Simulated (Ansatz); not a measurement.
# One shape, several levels: SnH3Cl (SnClH3)

We compute a comparison of 6 runs (PBE0/STO-3G, SVWN5/STO-3G, wB97X/STO-3G, CCSDT/STO-3G, CCSDTQ/STO-3G, CCSD(T)/STO-3G) of SnH3Cl (SnClH3). 

The calculation is run with Ansatz 0.2.0.

58 further runs of the same task are left out: 6 that didn't finish, 52 set aside as unsound or not needed.

## (1) The system as given

SnH3Cl: 5 atoms, total charge 0, spin state singlet. SMILES: `[H][Sn]([H])([H])[Cl]`. The H5–Sn1 distance was set to 3.348 Å, away from the relaxed value. At this shape a bond of the SMILES string is far longer than usual.

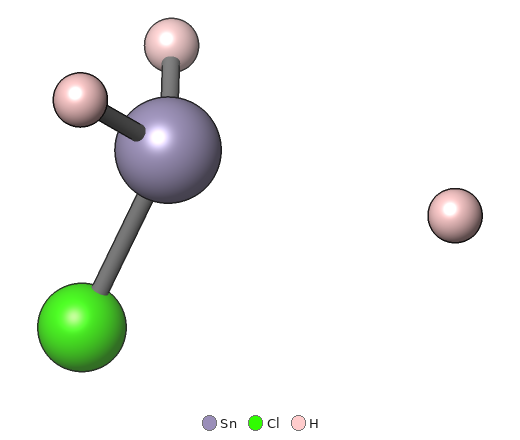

The structure, seen from a chosen angle (tin purple, chlorine green, hydrogen pink).

## (2) The energy at PBE0/STO-3G (run 1)

The input, run.yaml:

```yaml
basis:
  gaussian: {orbitals: STO-3G}
crystal:
  periodic: [false, false, false]
  atoms:
    - {symbol: Sn, position_ang: [0.795193, 1.374780, 0.388205]}
    - {symbol: Cl, position_ang: [0.806773, 1.354630, 2.668785]}
    - {symbol: H, position_ang: [2.381853, 1.384860, -0.144315]}
    - {symbol: H, position_ang: [-0.007817, 2.754380, -0.116305]}
    - {symbol: H, position_ang: [-0.795190, -1.373000, -0.673310]}
hamiltonian: {xc: pbe0}
accuracy: high
```

Run with:

```sh
ansatz run run.yaml --threads 1 --pin off --max-ram 2610MiB --events-out events.jsonl --progress --plain --runs-dir runs
```

What it wrote:

```text
Warning: RAYON_NUM_THREADS=1 ignored (pool sized by the plan → 1); use --threads N
Functional definition: PBE0
  name "PBE0"
  parameter a = 0.25
  parameter kappa = 0.804
  parameter beta = 0.06672455060314922
  exchange = (1 - a)*pbe_x(kappa = kappa, mu = beta*pi^2/3) + a*exact_x
  correlation = pbe_c(beta = beta)
709 factors; integrals over basis functions are off by at most 4.9e-9 eV
mean field evaluation 1: about -174738.2336 eV, gradient 2.1e1 eV
mean field evaluation 2: about -174734.1160 eV, gradient 1.7e1 eV
mean field evaluation 4: about -174740.2673 eV, gradient 1.6e1 eV
mean field evaluation 8: about -174743.0370 eV, gradient 1.3e1 eV
mean field evaluation 16: about -174744.4410 eV, gradient 2.8e-8 eV
mean field -174744.44100726 eV, -6421.7397609807 hartree, gradient 3.2e-8 eV, S^2 0.000000; 0 other end points of the search recorded, 0 dependent functions left out
reference -174744.44100879 eV, -6421.7397610368 hartree; 35, 35 occupied and 4, 4 virtual orbitals, 709 factors
Total energy: -174744.44100879 eV, -6421.7397610368 hartree
```

Wall time 2.7 s (1 thread of Arm Neoverse V1, shared host); peak memory 0.13 GiB.

## (3) A single-point energy at SVWN5/STO-3G (run 2)

The input, run.yaml:

```yaml
crystal:
  periodic: [false, false, false]
  atoms:
    - symbol: Sn
      position_ang: [0.795193, 1.374780, 0.388205]
    - symbol: Cl
      position_ang: [0.806773, 1.354630, 2.668785]
    - symbol: H
      position_ang: [2.381853, 1.384860, -0.144315]
    - symbol: H
      position_ang: [-0.007817, 2.754380, -0.116305]
    - symbol: H
      position_ang: [-0.795190, -1.373000, -0.673310]
basis:
  gaussian:
    orbitals: STO-3G
accuracy: high
hamiltonian:
  xc: {name: SVWN5}
```

Run with:

```sh
ansatz run run.yaml --threads 1 --pin off --max-ram 2610MiB --events-out events.jsonl --progress --plain --runs-dir runs
```

What it wrote:

```text
Warning: RAYON_NUM_THREADS=1 ignored (pool sized by the plan → 1); use --threads N
Functional definition: SVWN5
  name "SVWN5"
  exchange = slater_x
  correlation = vwn5_c
709 factors; integrals over basis functions are off by at most 4.9e-9 eV
mean field evaluation 1: about -174550.6356 eV, gradient 2.5e1 eV
mean field evaluation 2: about -174544.9985 eV, gradient 2.3e1 eV
mean field evaluation 4: about -174555.0957 eV, gradient 1.6e1 eV
mean field evaluation 8: about -174556.3814 eV, gradient 1.1e1 eV
mean field evaluation 16: about -174554.2910 eV, gradient 3.7e0 eV
mean field -174557.15989183 eV, -6414.8573069321 hartree, gradient 7.5e-8 eV, S^2 0.000000; 0 other end points of the search recorded, 0 dependent functions left out
reference -174557.15989380 eV, -6414.8573070047 hartree; 35, 35 occupied and 4, 4 virtual orbitals, 709 factors
Total energy: -174557.15989380 eV, -6414.8573070047 hartree
```

Wall time 1.6 s (1 thread of Arm Neoverse V1, shared host); peak memory 0.1 GiB.

Runs 3 to 5 aren't shown in full; the table further down has their settings and results.

## (4) A single-point energy at CCSD(T)/STO-3G (run 6)

The input, job.yaml:

```yaml
basis:
  gaussian:
    orbitals: STO-3G
crystal:
  periodic: [false, false, false]
  atoms:
    - {symbol: Sn, position_ang: [0.795193, 1.374780, 0.388205]}
    - {symbol: Cl, position_ang: [0.806773, 1.354630, 2.668785]}
    - {symbol: H, position_ang: [2.381853, 1.384860, -0.144315]}
    - {symbol: H, position_ang: [-0.007817, 2.754380, -0.116305]}
    - {symbol: H, position_ang: [-0.795190, -1.373000, -0.673310]}
correlation:
  method: ccsd_t
  frozen_orbitals: {Cl: 5, H: 0, Sn: 18}
accuracy: high
scf:
  omitted_lower_state_checks: [cluster_reference, increment]
```

Run with:

```sh
ansatz run job.yaml --threads 1 --pin off --max-ram 2610MiB --events-out events.jsonl --progress --plain --runs-dir runs
```

What it wrote, shortened:

```text
Warning: RAYON_NUM_THREADS=1 ignored (pool sized by the plan → 1); use --threads N
Functional definition: HF
  name "HF"
[...]
709 factors; integrals over basis functions are off by at most 4.9e-9 eV
[...]
mean field -174681.12892950 eV, -6419.4130850372 hartree, gradient 7.2e-9 eV, S^2 0.000000; 0 other end points of the search recorded, 0 dependent functions left out; unrestricted orbitals would lower it
23 core orbitals not correlated: weight in the atoms' cores, before any rotation towards them, 1.000 or more for the frozen orbitals, at most 0.000 for the correlated occupied ones
reference -174681.12892950 eV, -6419.4130850372 hartree; 12, 12 occupied and 4, 4 virtual orbitals, 709 factors
second order -2.87919198 eV of doubles, -0.00000000 eV of singles
cycle   1  -2.56519680 eV  change    -1.0e0 eV  update   1.5e-1
[...]
cycle  25  -4.90040128 eV  change  -2.4e-11 eV  update  1.9e-10
perturbative correction -0.10867106 eV, -0.0039935879 hartree
WARN: these amplitudes may be one of several solutions (largest doubles amplitude 0.70, level shift 8.63 eV)
Total energy: -174686.13800183 eV, -6419.5971650503 hartree
Checks for a lower state left out: cluster_reference, increment
```

Run time: 0.78 s. Hardware: 1 thread of Arm Neoverse V1, shared host; peak memory 0.098 GiB.

## (5) Overview of the runs

```tsv
run	level	frozen core orbitals	energy (Eh)	wall time
1	PBE0/STO-3G	–	-6421.739761	2.7 s
2	SVWN5/STO-3G	–	-6414.857307	1.6 s
3	wB97X/STO-3G	–	-6422.301308	9.6 s
4	CCSDT/STO-3G	23	-6419.597181	1.1 s
5	CCSDTQ/STO-3G	23	-6419.597288	21 s
6	CCSD(T)/STO-3G	23	-6419.597165	0.78 s
```

## (6) Outcome

```
                                           quantity           value
                                run 6: total energy  -6419.59717 Eh
run 6: correlation energy (23 core orbitals frozen)      -184.1 mEh
                              run 6: (T) correction       -3.99 mEh
                               run 6: T1 diagnostic           0.017
```

In words: Totals of different functionals can't be ranked against each other. In runs 4, 5, 6 the log says that unrestricted orbitals would lower the reference, so the values rest on an unstable closed-shell determinant (other closed-shell runs at this shape may share the fault). In runs 1, 2, 3, 4, 5, 6 the basis is minimal, so the values are rough. In runs 1, 2, 3, 6 a closed-shell determinant meets a far-stretched bond, which it describes badly. In runs 1, 2, 3, 4, 5, 6 relativity is left out where basis or elements ask for it. All runs together took 36 s, the longest 21 s.
